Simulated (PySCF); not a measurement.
**MoNOH: frequency calculation**

The run: frequency calculation of MoNOH. Method and program: UKS-based PBE0, Mo def2-TZVP with ECP28, N def2-TZVP, O def2-TZVP, H def2-TZVP; non-relativistic Hamiltonian with a scalar-relativistic core potential; density fitting (PySCF 2.14.0).

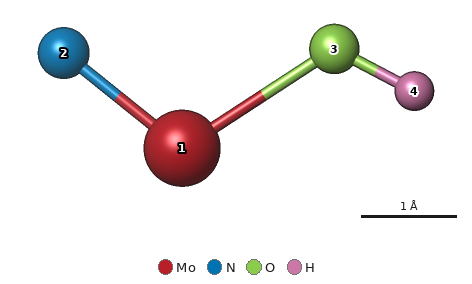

Figure 1. The structure (ball-and-stick view, seen on its broad side; atoms are numbered from 1 in the order of the input). Sticks mark near contacts.

## The input
```python
from pyscf import gto, scf, dft
mol = gto.M(atom='''
Mo    -0.252383     0.000004     0.049508
N      0.575485    -0.000011     1.432767
O      0.997032    -0.000015    -1.409383
H      0.668988    -0.000008    -2.312350''',
    basis={'Mo': 'def2-TZVP', 'N': 'def2-TZVP', 'O': 'def2-TZVP', 'H': 'def2-TZVP'},
    ecp={'Mo': 'def2-TZVP'},
    charge=0, spin=0)
mf = dft.UKS(mol, xc='PBE0')
mf.grids.atom_grid = (75, 302)
aux = {'Mo': 'def2-universal-JKFIT', 'N': 'def2-universal-JKFIT', 'O': 'def2-universal-JKFIT', 'H': 'def2-universal-JKFIT'}
mf = mf.density_fit(auxbasis=aux)
mf.conv_tol = 1e-09
mf.diis_space = 10
mf.max_cycle = 60
mf.verbose = 4
mf.kernel()
```

The script is an equivalent of the set-up of the self-consistent field. The run itself was carried out by a driver, which started from the orbitals of the step before it where there was one and computed the further properties.

Hardware: 4 threads of Arm Neoverse V1, 24 GiB of memory available, shared host.

Launch command:
```bash
OMP_NUM_THREADS=4 python axn.py task.json out
```

## Log
```
init E= -198.639809663345
  alpha nocc = 15  HOMO = -0.215737174616176  LUMO = -0.101296426473027
  beta  nocc = 15  HOMO = -0.215737404828765  LUMO = -0.101296426473027
  HOMO = -0.215737174616  LUMO = -0.101296426473  gap/eV = 3.11409
cycle= 1 E= -198.639809663261  delta_E= 8.36e-11  |g|= 1.57e-05  |ddm|= 1.16e-05
  alpha nocc = 15  HOMO = -0.215732960201134  LUMO = -0.101294068143446
  beta  nocc = 15  HOMO = -0.215733184293381  LUMO = -0.101294068143446
  HOMO = -0.215732960201  LUMO = -0.101294068143  gap/eV = 3.11404
cycle= 2 E= -198.639809661823  delta_E= 1.44e-09  |g|= 6.2e-05  |ddm|= 3.73e-05
  alpha nocc = 15  HOMO = -0.215735819726174  LUMO = -0.101295756090732
  beta  nocc = 15  HOMO = -0.215736042608857  LUMO = -0.101295756090732
  HOMO = -0.215735819726  LUMO = -0.101295756091  gap/eV = 3.11407
cycle= 3 E= -198.63980966336  delta_E= -1.54e-09  |g|= 1.5e-06  |ddm|= 3e-05
  alpha nocc = 15  HOMO = -0.215736035768636  LUMO = -0.101295919593415
  beta  nocc = 15  HOMO = -0.215736255613589  LUMO = -0.101295919593415
  HOMO = -0.215736035769  LUMO = -0.101295919593  gap/eV = 3.11407
cycle= 4 E= -198.639809663361  delta_E= -9.09e-13  |g|= 7.07e-07  |ddm|= 2.05e-06
  alpha nocc = 15  HOMO = -0.215735819717128  LUMO = -0.101295843667
  beta  nocc = 15  HOMO = -0.215736033709696  LUMO = -0.101295843667
  HOMO = -0.215735819717  LUMO = -0.101295843667  gap/eV = 3.11407
Extra cycle  E= -198.639809663363  delta_E= -1.48e-12  |g|= 1.35e-06  |ddm|= 2.55e-06
converged SCF energy = -198.639809663363  <S^2> = 0.97944812  2S+1 = 2.2176096
```

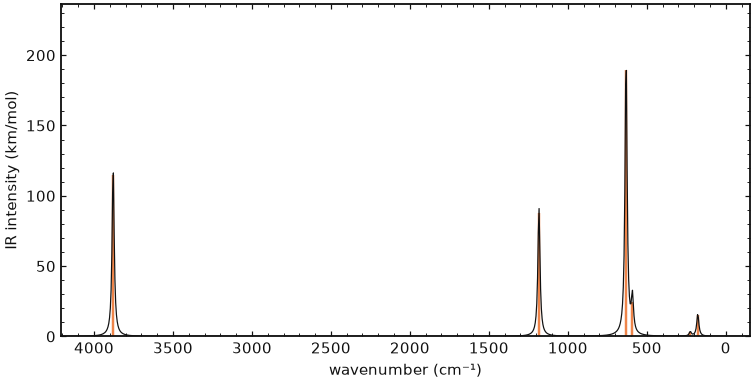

Figure 2. Harmonic infrared spectrum, unscaled: sticks (degenerate modes added up, dark ones marked on the axis) with a Lorentzian envelope of 16 cm⁻¹ full width, scaled to the tallest stick. 6 modes from 177 to 3879 cm⁻¹, none imaginary. The strongest line is at 631 cm⁻¹ (189 km/mol). All modes, in cm⁻¹ (km/mol): 177 (15.1), 225 (3.0), 591 (24), 631 (189), 1183 (87), 3879 (114).

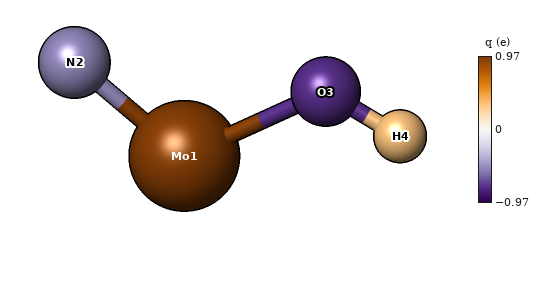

Figure 3. Mulliken charges, as the colour of each atom (ball-and-stick view, seen at a tilt; atoms are numbered from 1 in the order of the input). By element: Mo +0.93, N −0.50, O −0.75 and H +0.32 e.

## Summary

```csv
quantity,value
outcome,converged
total energy,−198.639810 hartree
⟨S²⟩,0.979
HOMO,−5.87 eV
LUMO,−2.76 eV
zero-point energy,0.015230 hartree
dipole moment,5.21 D
"wavenumbers, lowest and highest",177 and 3879 cm⁻¹
wall time,73 s (CPU time 4 min)
peak memory,1.4 GiB
```

## Remarks

Checks after the run noted: the SCF density has lower symmetry than the nuclear frame; spin contamination. ⟨S²⟩ is 0.98 against 0.00 for a pure state: the solution is spin-contaminated.
